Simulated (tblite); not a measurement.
Geometry relaxation of C₆H₈Cl₂Ge (part 1 of 2)

System: C₆H₈Cl₂Ge, SMILES C=C=C=C([CH2][GeH3])C(Cl)Cl.
Method: GFN2-xTB geometry optimisation, gas phase (tblite 0.8.0).

It belongs to a series of runs on one base structure; here: H on C replaced by CHCl2.

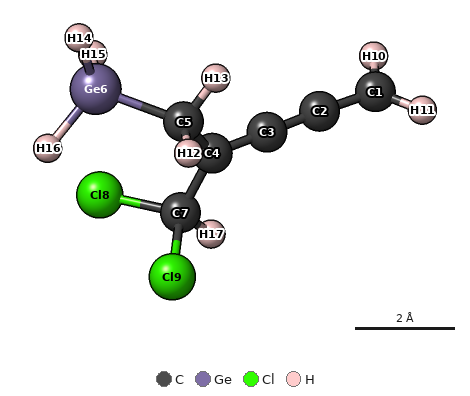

The structure as given in the input (ball-and-stick view, seen at a tilt; atoms are numbered from 1 in the order of the input). Sticks mark near contacts.

## Input file
```
{"job": {"kind": "relax", "xc": "GFN2-xTB", "basis": "xTB"}, "charge": 0, "multiplicity": 1}
C      3.806300    -0.537300    -0.096300
C      2.488800    -0.428200     0.027500
C      1.227200    -0.351100     0.185300
C     -0.078400    -0.260700     0.339900
C     -0.767100     1.034400     0.542000
Ge    -2.090200     1.424100    -0.811000
C     -0.857700    -1.546400     0.342200
Cl    -2.066900    -1.566200    -0.951500
Cl    -1.780900    -1.722100     1.874900
H      4.239500    -0.513600    -1.087600
H      4.453300    -0.643000     0.763200
H     -1.142200     1.136600     1.575100
H      0.041800     1.810700     0.450400
H     -2.400500     2.943100    -0.806100
H     -1.521300     1.069000    -2.178200
H     -3.364600     0.584700    -0.497100
H     -0.194100    -2.421900     0.317500
```

The first line tells a small driver script what to run in tblite; the rest is the geometry in Å.

Launch command:
```bash
OMP_NUM_THREADS=1 python <driver script> task.json out
```

## Log
```
step      E/eV     max force
  0    -755.62011    3.146
  1    -755.70275    4.297
  2    -755.83576    1.002
  3    -755.91559    1.106
  4    -756.09294    3.278
  5    -756.23590    2.261
  6    -756.59979    1.195
  7    -756.70988    1.492
  8    -756.85025    1.241
  9    -757.04249    1.674
 10    -757.25653    1.541
 11    -757.35944    1.244
 12    -757.39288    1.294
 13    -757.50330    0.652
 14    -757.54616    0.479
 15    -757.60291    0.610
 16    -757.64399    0.634
 17    -757.67963    0.346
 18    -757.69575    0.251
 19    -757.70354    0.236
 20    -757.71157    0.315
 21    -757.71914    0.218
 22    -757.72602    0.195
 23    -757.72961    0.184
 24    -757.73556    0.170
 25    -757.73854    0.105
 26    -757.74000    0.072
 27    -757.74076    0.064
 28    -757.74168    0.088
 29    -757.74274    0.088
 30    -757.74397    0.097
 31    -757.74518    0.087
 32    -757.74613    0.067
 33    -757.74670    0.057
 34    -757.74709    0.057
 35    -757.74750    0.053
 36    -757.74799    0.051
 37    -757.74842    0.040
 38    -757.74866    0.027
 39    -757.74877    0.025
 40    -757.74888    0.025
 41    -757.74901    0.026
 42    -757.74916    0.025
 43    -757.74929    0.024
 44    -757.74942    0.023
 45    -757.74955    0.028
 46    -757.74971    0.027
 47    -757.74985    0.030
 48    -757.74997    0.029
 49    -757.75010    0.029
 50    -757.75028    0.034
 51    -757.75051    0.051
 52    -757.75080    0.061
 53    -757.75111    0.048
 54    -757.75144    0.044
 55    -757.75178    0.045
 56    -757.75210    0.047
 57    -757.75239    0.047
 58    -757.75269    0.042
 59    -757.75304    0.039
 60    -757.75343    0.043
 61    -757.75386    0.056
 62    -757.75431    0.051
 63    -757.75477    0.055
 64    -757.75518    0.052
 65    -757.75554    0.044
 66    -757.75588    0.050
 67    -757.75626    0.041
 68    -757.75668    0.037
 69    -757.75701    0.036
 70    -757.75725    0.055
 71    -757.75747    0.039
 72    -757.75791    0.032
 73    -757.75825    0.029
 74    -757.75859    0.035
 75    -757.75877    0.032
 76    -757.75893    0.027
 77    -757.75914    0.029
 78    -757.75947    0.039
 79    -757.75979    0.036
 80    -757.76001    0.032
 81    -757.76015    0.030
 82    -757.76029    0.029
 83    -757.76049    0.034
 84    -757.76071    0.044
 85    -757.76087    0.030
 86    -757.76095    0.026
 87    -757.76102    0.023
 88    -757.76111    0.019
 89    -757.76119    0.025
 90    -757.76126    0.022
 91    -757.76132    0.018
 92    -757.76138    0.018
 93    -757.76143    0.021
 94    -757.76150    0.029
 95    -757.76161    0.030
 96    -757.76176    0.026
 97    -757.76192    0.024
 98    -757.76206    0.028
 99    -757.76220    0.030
100    -757.76238    0.028
101    -757.76257    0.025
102    -757.76269    0.020
103    -757.76276    0.019
104    -757.76282    0.019
105    -757.76291    0.017
106    -757.76302    0.020
107    -757.76311    0.034
108    -757.76318    0.063
109    -757.76327    0.025
110    -757.76348    0.063
111    -757.76378    0.072
112    -757.76402    0.066
113    -757.76417    0.027
114    -757.76428    0.028
115    -757.76443    0.050
116    -757.76463    0.053
117    -757.76478    0.032
118    -757.76484    0.016
119    -757.76486    0.012
120    -757.76488    0.015
121    -757.76492    0.022
122    -757.76496    0.021
123    -757.76498    0.012
124    -757.76500    0.009
```

## Trajectory as extended XYZ (Å, eV, eV/Å), 13 of the 125 frames kept, from step=0 to step=124
```
17
Properties=species:S:1:pos:R:3:forces:R:3 step=0 energy=-755.62011
C     3.8063   -0.5373   -0.0963    0.2270   0.0040  -0.1640
C     2.4888   -0.4282    0.0275   -1.5830   0.0840   0.3120
C     1.2272   -0.3511    0.1853    3.1140  -0.1470  -0.4200
C    -0.0784   -0.2607    0.3399   -1.8270  -0.6290   0.3520
C    -0.7671    1.0344    0.5420    1.6080   0.5780   1.1080
Ge   -2.0902    1.4241   -0.8110   -1.2960  -0.1100  -0.5910
C    -0.8577   -1.5464    0.3422    0.2060   0.4040   0.0870
Cl   -2.0669   -1.5662   -0.9515    0.2170  -0.5120  -0.3480
Cl   -1.7809   -1.7221    1.8749    0.0390   0.1330   0.1460
H     4.2395   -0.5136   -1.0876    0.0750  -0.5580   0.1690
H     4.4533   -0.6430    0.7632   -0.0030   0.5530  -0.1470
H    -1.1422    1.1366    1.5751   -0.2160  -0.0960  -0.3750
H     0.0418    1.8107    0.4504   -0.6110  -0.3990   0.1020
H    -2.4005    2.9431   -0.8061    0.0960  -0.5590   0.0630
H    -1.5213    1.0690   -2.1782   -0.1930   0.1490   0.2950
H    -3.3646    0.5847   -0.4971    0.3780   0.9280  -0.2350
H    -0.1941   -2.4219    0.3175   -0.2320   0.1760  -0.3540
17
Properties=species:S:1:pos:R:3:forces:R:3 step=10 energy=-757.25653
C     3.8339   -0.5264   -0.1120   -0.4880   0.0730   0.1530
C     2.5298   -0.4399    0.0225   -1.3550   0.1000   0.2540
C     1.2655   -0.3883    0.1789    0.9100   0.2060  -0.1780
C    -0.0522   -0.2738    0.3364    0.4870  -0.0550   0.1910
C    -0.7281    1.0268    0.6580    0.3360  -0.7760  -0.0790
Ge   -2.0762    1.3526   -0.7270   -0.6770   0.8050  -1.1260
C    -0.8444   -1.5311    0.2582   -0.1360  -0.1170  -0.1810
Cl   -2.0151   -1.6870   -1.0894    0.0470   0.3520  -0.0950
Cl   -1.7639   -1.6381    1.7644   -0.2350  -0.1620   0.3010
H     4.2221   -1.2743   -0.7833    0.3420  -0.1410   0.4050
H     4.4713    0.1366    0.4614    0.0520   0.0160  -0.6050
H    -1.2210    1.1134    1.6182   -0.1390  -0.4730   0.2920
H     0.0260    1.7925    0.6657    0.3220   0.4580  -0.2490
H    -2.3445    2.8685   -0.7253    0.1810  -0.2750   0.0560
H    -1.6012    1.0781   -2.1699   -0.1270   0.0410   0.6420
H    -3.4796    0.8304   -0.5380    0.2940  -0.1400   0.0950
H    -0.2294   -2.4277    0.1712    0.1870   0.0880   0.1240
17
Properties=species:S:1:pos:R:3:forces:R:3 step=21 energy=-757.71914
C     3.8055   -0.5262   -0.1074    0.0350  -0.0190  -0.0130
C     2.5089   -0.4406    0.0283    0.0590   0.0110  -0.0610
C     1.2647   -0.3648    0.1640    0.0150  -0.0360  -0.0130
C    -0.0391   -0.2878    0.3313   -0.0690  -0.0760   0.1720
C    -0.7440    0.9805    0.6154   -0.0220   0.0760  -0.0450
Ge   -2.1142    1.4451   -0.7459    0.0790   0.1270  -0.1590
C    -0.8382   -1.5393    0.2860   -0.0240  -0.1230  -0.0930
Cl   -1.9260   -1.5423   -1.1238   -0.0060  -0.0430  -0.0140
Cl   -1.8298   -1.7308    1.7547   -0.0220  -0.0040   0.0260
H     4.2726   -1.4720   -0.3264    0.0740   0.0140   0.0420
H     4.4361    0.3402   -0.0039    0.0490  -0.0050  -0.0470
H    -1.2277    0.9070    1.5911   -0.0370   0.0880   0.0050
H    -0.0155    1.7895    0.6471    0.0100   0.0520   0.0760
H    -2.2919    2.9456   -0.6908   -0.0190  -0.1210   0.0250
H    -1.6247    1.1093   -2.1183   -0.0300   0.1380  -0.0060
H    -3.4364    0.8193   -0.5019   -0.1530   0.0310   0.0440
H    -0.2073   -2.4209    0.1906    0.0600  -0.1120   0.0600
17
Properties=species:S:1:pos:R:3:forces:R:3 step=31 energy=-757.74518
C     3.8131   -0.5266   -0.1163    0.0580   0.0090  -0.0030
C     2.5145   -0.4447    0.0163    0.0310  -0.0280  -0.0140
C     1.2691   -0.3751    0.1627   -0.0070  -0.0610   0.0240
C    -0.0344   -0.3107    0.3614    0.0070   0.0260   0.0220
C    -0.7436    0.9685    0.6056   -0.0620   0.0440  -0.0430
Ge   -2.1100    1.4561   -0.7655   -0.0530   0.0250  -0.0010
C    -0.8280   -1.5696    0.3095   -0.0090   0.0000  -0.0460
Cl   -1.8923   -1.5530   -1.1235    0.0320   0.0020  -0.0040
Cl   -1.8535   -1.7577    1.7529   -0.0240   0.0030   0.0570
H     4.3070   -1.4741   -0.2648   -0.0410   0.0230  -0.0120
H     4.4410    0.3489   -0.0771   -0.0190   0.0020   0.0010
H    -1.2670    0.9273    1.5644    0.0260  -0.0200  -0.0070
H    -0.0127    1.7766    0.6582   -0.0170  -0.0050   0.0020
H    -2.3030    2.9469   -0.6568    0.0270  -0.0150   0.0270
H    -1.6519    1.1920   -2.1624   -0.0190   0.0140   0.0070
H    -3.4584    0.8629   -0.5047    0.0590  -0.0060  -0.0330
H    -0.1967   -2.4557    0.2303    0.0100  -0.0140   0.0230
17
Properties=species:S:1:pos:R:3:forces:R:3 step=41 energy=-757.74901
C     3.8152   -0.5251   -0.1206    0.0180   0.0020  -0.0020
C     2.5171   -0.4526    0.0230   -0.0020  -0.0070   0.0060
C     1.2719   -0.3918    0.1777   -0.0030   0.0080   0.0050
C    -0.0325   -0.3168    0.3671    0.0050   0.0110   0.0060
C    -0.7450    0.9649    0.5941   -0.0110   0.0000  -0.0100
Ge   -2.1108    1.4642   -0.7727   -0.0130  -0.0220   0.0050
C    -0.8281   -1.5752    0.3194    0.0090   0.0090   0.0090
Cl   -1.8703   -1.5610   -1.1253   -0.0130   0.0030  -0.0120
Cl   -1.8635   -1.7515    1.7620   -0.0180   0.0110  -0.0060
H     4.3092   -1.4702   -0.2790   -0.0030   0.0210   0.0000
H     4.4344    0.3565   -0.0831   -0.0050  -0.0130  -0.0130
H    -1.2723    0.9241    1.5507    0.0120  -0.0020   0.0020
H    -0.0166    1.7750    0.6504   -0.0020  -0.0130  -0.0030
H    -2.2944    2.9507   -0.6241    0.0000   0.0000   0.0070
H    -1.6714    1.2249   -2.1792    0.0150   0.0050   0.0080
H    -3.4537    0.8588   -0.5288    0.0180  -0.0050  -0.0040
H    -0.1962   -2.4629    0.2584   -0.0050  -0.0060   0.0030
17
Properties=species:S:1:pos:R:3:forces:R:3 step=52 energy=-757.75080
C     3.8167   -0.5200   -0.1296    0.0000  -0.0060  -0.0080
C     2.5199   -0.4604    0.0324   -0.0020   0.0180   0.0150
C     1.2759   -0.3997    0.1990   -0.0080  -0.0190  -0.0330
C    -0.0305   -0.3230    0.3739    0.0050   0.0150   0.0170
C    -0.7408    0.9607    0.5939   -0.0050   0.0090  -0.0080
Ge   -2.1085    1.4528   -0.7696   -0.0010   0.0100  -0.0150
C    -0.8384   -1.5734    0.3233    0.0250   0.0120   0.0540
Cl   -1.8546   -1.5622   -1.1380   -0.0040   0.0010  -0.0310
Cl   -1.9053   -1.7157    1.7495    0.0050  -0.0140  -0.0330
H     4.3183   -1.4601   -0.2907   -0.0010  -0.0030  -0.0040
H     4.4298    0.3665   -0.1117   -0.0190  -0.0020   0.0050
H    -1.2636    0.9284    1.5533    0.0200   0.0050   0.0060
H    -0.0123    1.7712    0.6379    0.0040  -0.0060   0.0100
H    -2.3051    2.9345   -0.5916   -0.0120   0.0060  -0.0070
H    -1.6445    1.2473   -2.1745   -0.0060  -0.0040   0.0170
H    -3.4485    0.8334   -0.5507    0.0140  -0.0090  -0.0020
H    -0.2153   -2.4684    0.2832   -0.0160  -0.0160   0.0150
17
Properties=species:S:1:pos:R:3:forces:R:3 step=62 energy=-757.75431
C     3.8108   -0.5080   -0.1548   -0.0140  -0.0070  -0.0090
C     2.5176   -0.4651    0.0372   -0.0130   0.0120  -0.0330
C     1.2733   -0.4284    0.2081   -0.0050  -0.0160   0.0270
C    -0.0293   -0.3370    0.4011   -0.0120   0.0240  -0.0060
C    -0.7179    0.9621    0.6053   -0.0220   0.0220   0.0110
Ge   -2.0944    1.4398   -0.7545   -0.0030   0.0150  -0.0180
C    -0.8626   -1.5705    0.3436    0.0170   0.0070   0.0480
Cl   -1.7824   -1.5663   -1.1833   -0.0060  -0.0250  -0.0360
Cl   -2.0193   -1.6552    1.6989    0.0040   0.0210  -0.0390
H     4.3225   -1.4402   -0.3266    0.0110  -0.0130   0.0060
H     4.4076    0.3891   -0.1526    0.0030   0.0030   0.0120
H    -1.2212    0.9605    1.5747   -0.0210  -0.0130   0.0210
H     0.0202    1.7651    0.6231    0.0210  -0.0130  -0.0140
H    -2.3623    2.9083   -0.5477    0.0230  -0.0230  -0.0040
H    -1.5882    1.2808   -2.1506   -0.0080   0.0090   0.0020
H    -3.4129    0.7621   -0.5939   -0.0010  -0.0060   0.0320
H    -0.2683   -2.4850    0.3623    0.0250   0.0010   0.0000
```
